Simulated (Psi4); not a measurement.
# Ge2H6 (SMILES [GeH3][GeH3]) at BHLYP/6-31G(d) (spherical functions)

Aim: the vertical singlet–triplet gap of Ge2H6 at BHLYP/6-31G* (spherical functions), from 2 runs. 

The results are computed with Psi4 1.11.

1 further run of the same task is left out (set aside as unsound or not needed).

## (1) The structure to begin with

Ge2H6: 8 atoms, total charge 0, spin state singlet. As SMILES, `[GeH3][GeH3]`. Geometry: relaxed at PBE0-D4/def2-TZVP.

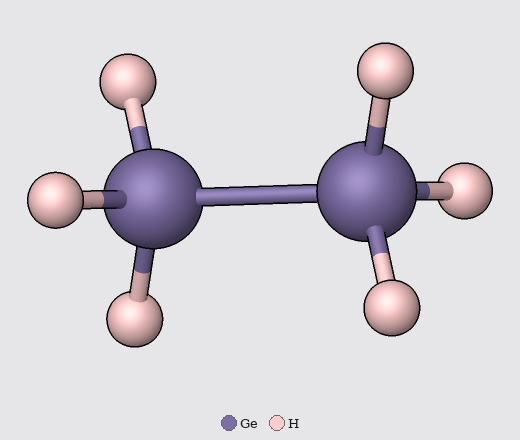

Viewed from a chosen angle; germanium purple, hydrogen pink.

## (2) The energy at BHLYP/6-31G(d) (spherical functions)

Input file input.inp:

```
memory 2200 mb

molecule m {
  0 1
  Ge    -0.569150     0.281910    -1.029950
  Ge     0.569150    -0.281910     1.029950
  H     -0.360530    -0.825230    -2.075830
  H     -2.077470     0.442320    -0.780090
  H     -0.023210     1.601970    -1.597890
  H      0.367430     0.829100     2.073090
  H      2.076310    -0.450460     0.778490
  H      0.017470    -1.597700     1.602230
  symmetry c1
  no_reorient
  no_com
}

set basis 6-31G*
set puream true
set e_convergence 1e-09
set d_convergence 1e-08
set scf_type pk
set dft_radial_points 99
set dft_spherical_points 590

E, wfn = energy('bhhlyp', return_wfn=True)
oeprop(wfn, 'QUADRUPOLE', 'LOWDIN_CHARGES', 'MULLIKEN_CHARGES', title='BHHLYP')
```

On the command line:

```bash
$ psi4 -i input.inp -o input.out -n 1
```

input.out:

```text
[...]
  Running in c1 symmetry.
[...]
  Nuclear repulsion =  323.373940276510041
[...]
  Multiplicity = 1
[...]
  Nalpha       = 35
  Nbeta        = 35
[...]
    Number of basis functions: 76
[...]
   @RKS iter   1: -4154.46279245650476   -4.64443e+00   4.67520e-02 DIIS/ADIIS
[...]
   @RKS iter   9: -4156.97519943492625   -4.54747e-12   4.27767e-09 DIIS
[...]
    Orbital Energies [Eh]
    ---------------------
    Doubly Occupied:
       1A   -401.220910     2A   -401.220888     3A    -50.710679
       4A    -50.710649     5A    -45.069285     6A    -45.069261
       7A    -45.069041     8A    -45.069041     9A    -45.069037
      10A    -45.069037    11A     -6.609045    12A     -6.608996
      13A     -4.705124    14A     -4.704900    15A     -4.704900
      16A     -4.704846    17A     -4.704846    18A     -4.704714
      19A     -1.379081    20A     -1.376993    21A     -1.376993
      22A     -1.375855    23A     -1.375855    24A     -1.373757
      25A     -1.373756    26A     -1.371903    27A     -1.371903
      28A     -1.370731    29A     -0.660836    30A     -0.590828
      31A     -0.411765    32A     -0.411764    33A     -0.384971
      34A     -0.384969    35A     -0.332548
[...]
  @RKS Final Energy: -4156.97519943492625
   => Energetics <=
    Nuclear Repulsion Energy =            323.3739402765100408
    One-Electron Energy =               -6437.5983980013261316
    Two-Electron Energy =                2039.0553715450323580
    DFT Exchange-Correlation Energy =     -81.8061132551431172
    Empirical Dispersion Energy =           0.0000000000000000
    VV10 Nonlocal Energy =                  0.0000000000000000
    Total Energy =                      -4156.9751994349262532
[...]
 Multipole Moments:
 ------------------------------------------------------------------------------------
     Multipole            Electronic (a.u.)      Nuclear  (a.u.)        Total (a.u.)
 ------------------------------------------------------------------------------------
 L = 1.  Multiply by 2.5417464519 to convert [e a0] to [Debye]
 Dipole X            :          0.0000031            0.0000000            0.0000031
 Dipole Y            :         -0.0000038            0.0000000           -0.0000038
 Dipole Z            :         -0.0000030            0.0000000           -0.0000030
 Magnitude           :                                                    0.0000057
 L = 2.  Multiply by 1.3450342976 to convert [e a0^2] to [Debye ang]
 Quadrupole XX       :       -135.1152454          105.7906731          -29.3245723
 Quadrupole XY       :         41.4881883          -41.3739257            0.1142626
[...]
  Mulliken Charges: (a.u.)
   Center  Symbol    Alpha    Beta     Spin     Total
       1    GE    16.02353 16.02353  0.00000 -0.04705
       2    GE    16.02353 16.02353  0.00000 -0.04705
       3     H     0.49216  0.49216  0.00000  0.01569
       4     H     0.49216  0.49216  0.00000  0.01568
       5     H     0.49216  0.49216  0.00000  0.01569
       6     H     0.49216  0.49216  0.00000  0.01568
       7     H     0.49216  0.49216  0.00000  0.01568
       8     H     0.49216  0.49216  0.00000  0.01569
   Total alpha = 35.00000, Total beta = 35.00000, Total charge =  0.00000
[...]
```

Wall time 8.4 s (1 thread of Intel Xeon 6975P-C (Granite Rapids), shared host); peak memory 0.98 GiB.

## (3) The triplet: energy and forces at UBHLYP/6-31G(d) (spherical functions)

Input file ge2h6.json:

```json
{
 "schema_name": "qcschema_input",
 "schema_version": 1,
 "molecule": {
  "schema_name": "qcschema_molecule",
  "schema_version": 2,
  "symbols": ["Ge", "Ge", "H", "H", "H", "H", "H", "H"],
  "geometry": [-1.07553762, 0.53273269, -1.94632342, 1.07553762, -0.53273269, 1.94632342, -0.68130296, -1.55945869, -3.92275018, -3.92584933, 0.83586366, -1.47415645, -0.04386054, 3.02728456, -3.01957448, 0.69434207, 1.56677193, 3.91757233, 3.92365725, -0.85124603, 1.47113289, 0.03301352, -3.01921543, 3.02777589],
  "molecular_charge": 0,
  "molecular_multiplicity": 3,
  "fix_symmetry": "c1"
 },
 "driver": "gradient",
 "model": {
  "method": "bhhlyp",
  "basis": "6-31G*"
 },
 "keywords": {
  "reference": "uks",
  "puream": true,
  "e_convergence": 1e-09,
  "d_convergence": 1e-08,
  "scf_type": "pk",
  "dft_radial_points": 99,
  "dft_spherical_points": 590,
  "maxiter": 100
 }
}
```

On the command line:

```bash
$ psi4 --qcschema ge2h6.json -n 1 --memory 2200MB
```

stdout, shortened:

```text
[...]
  Running in c1 symmetry.
[...]
  Nuclear repulsion =  323.373940801592084
[...]
  Multiplicity = 3
[...]
  Nalpha       = 36
  Nbeta        = 34
[...]
    Number of basis functions: 76
[...]
   @UKS iter   1: -4154.00936593201186   -4.19101e+00   4.71428e-02 ADIIS/DIIS
[...]
   @UKS iter  17: -4156.72634631600067   -5.45697e-12   4.47981e-09 DIIS
[...]
   @S^2 Observed:                2.002602027E+00
[...]
  @UKS Final Energy: -4156.72634631600067
   => Energetics <=
    Nuclear Repulsion Energy =            323.3739408015920844
    One-Electron Energy =               -6435.7816101530224842
    Two-Electron Energy =                2037.4656299993000630
    DFT Exchange-Correlation Energy =     -81.7843069638699660
    Empirical Dispersion Energy =           0.0000000000000000
    VV10 Nonlocal Energy =                  0.0000000000000000
    Total Energy =                      -4156.7263463160006722
[...]
 Multipole Moments:
 ------------------------------------------------------------------------------------
     Multipole            Electronic (a.u.)      Nuclear  (a.u.)        Total (a.u.)
 ------------------------------------------------------------------------------------
 L = 1.  Multiply by 2.5417464519 to convert [e a0] to [Debye]
 Dipole X            :          0.0000035            0.0000000            0.0000035
 Dipole Y            :         -0.0000032           -0.0000000           -0.0000032
 Dipole Z            :         -0.0000025            0.0000000           -0.0000025
 Magnitude           :                                                    0.0000053
[...]
  -Total Gradient:
     Atom            X                  Y                   Z
    ------   -----------------  -----------------  -----------------
       1        0.060897228020    -0.030166532859     0.110205372938
       2       -0.060895000115     0.030163563979    -0.110207526668
       3       -0.002687859882     0.005102605619     0.000469352133
       4        0.003743839396     0.000340946811    -0.004394934604
       5       -0.003959116351    -0.004005425138    -0.001320637427
       6        0.002668346813    -0.005110850924    -0.000459970403
       7       -0.003742544672    -0.000318648250     0.004399797328
       8        0.003975049668     0.003994389290     0.001308550333
[...]
```

The result, in JSON:

```text
{
 "driver": "gradient",
 "model": {
  "method": "bhhlyp",
  "basis": "6-31G*"
 },
 "success": true,
 "return_result": [0.06089722801955893, -0.030166532859254403, 0.11020537293800368, -0.060895000115045096, 0.030163563978566052, -0.11020752666761979, -0.0026878598817822574, 0.005102605619402192, 0.0004693521326093811, 0.0037438393955651766, 0.00034094681053320995, -0.004394934603892004, -0.003959116351068843, -0.004005425137626667, -0.0013206374271661665, 0.0026683468126441415, -0.005110850924260876, -0.00045997040332985267, -0.0037425446718711425, -0.00031864824956978795, 0.004399797328427388, 0.003975049668211165, 0.0039943892902914585, 0.0013085503334860221],
 "properties": {
  "calcinfo_nbasis": 76,
  "calcinfo_nmo": 76,
  "calcinfo_nalpha": 36,
  "calcinfo_nbeta": 34,
  "calcinfo_natom": 8,
  "nuclear_repulsion_energy": 323.3739408015921,
  "return_energy": -4156.726346316001,
  "return_gradient": [0.06089722801955893, -0.030166532859254403, 0.11020537293800368, -0.060895000115045096, 0.030163563978566052, -0.11020752666761979, -0.0026878598817822574, 0.005102605619402192, 0.0004693521326093811, 0.0037438393955651766, 0.00034094681053320995, -0.004394934603892004, -0.003959116351068843, -0.004005425137626667, -0.0013206374271661665, 0.0026683468126441415, -0.005110850924260876, -0.00045997040332985267, -0.0037425446718711425, -0.00031864824956978795, 0.004399797328427388, 0.003975049668211165, 0.0039943892902914585, 0.0013085503334860221],
  "scf_one_electron_energy": -6435.7816101530225,
  "scf_two_electron_energy": 2037.4656299993,
  "scf_xc_energy": -81.78430696386997,
  "scf_dipole_moment": [3.499541241937243e-06, -3.208359268119798e-06, -2.4602400032769367e-06],
  "scf_total_energy": -4156.726346316001,
  "scf_total_gradient": [0.06089722801955893, -0.030166532859254403, 0.11020537293800368, -0.060895000115045096, 0.030163563978566052, -0.11020752666761979, -0.0026878598817822574, 0.005102605619402192, 0.0004693521326093811, 0.0037438393955651766, 0.00034094681053320995, -0.004394934603892004, -0.003959116351068843, -0.004005425137626667, -0.0013206374271661665, 0.0026683468126441415, -0.005110850924260876, -0.00045997040332985267, -0.0037425446718711425, -0.00031864824956978795, 0.004399797328427388, 0.003975049668211165, 0.0039943892902914585, 0.0013085503334860221],
  "scf_iterations": 17
 }
}
```

Run time: 24 s. Hardware: 1 thread of Intel Xeon 6975P-C (Granite Rapids), shared host; peak memory 0.98 GiB.

## (4) What came out

At BHLYP/6-31G* (spherical functions):

```
                                        quantity           value
                           singlet: total energy  -4156.97520 Eh
                          singlet: dipole moment          0.00 D
                            singlet: HOMO energy        -9.05 eV
                            singlet: LUMO energy         1.21 eV
                          singlet: HOMO–LUMO gap        10.26 eV
                           triplet: total energy  -4156.72635 Eh
                          triplet: dipole moment          0.00 D
     triplet: HOMO energy (highest over α and β)        -2.43 eV
                                   triplet: ⟨S²⟩           2.003
               triplet: largest force on an atom      6.658 eV/Å
vertical energy of the triplet above the singlet        6.772 eV
```

**Reading.** At this shape the triplet lies 6.77 eV (653 kJ/mol) above the singlet.
